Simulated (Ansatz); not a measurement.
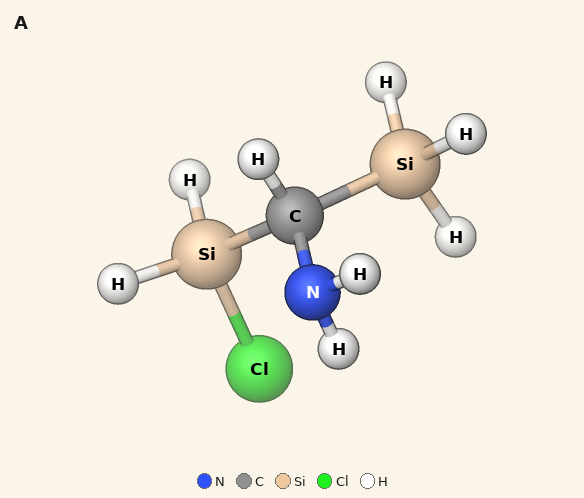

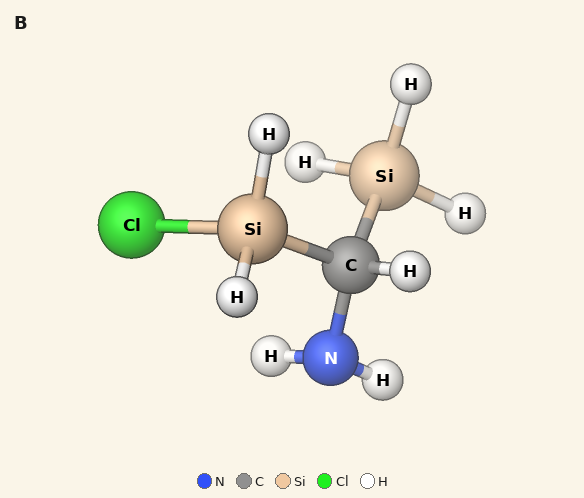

Distant atoms are faded towards the background colour. The geometry was computed by an optimisation with PBE0-D4/def2-TZVP. No frequency run is at hand to confirm it as a minimum.

> Are A and B the same structure? If not, how do they differ?

Yes. They are the same structure, CH8ClNSi2 (N[C@@H]([SiH3])[SiH2]Cl), seen from two directions: a rotation takes one into the other. The geometry is chiral (C1), so its mirror image would differ.
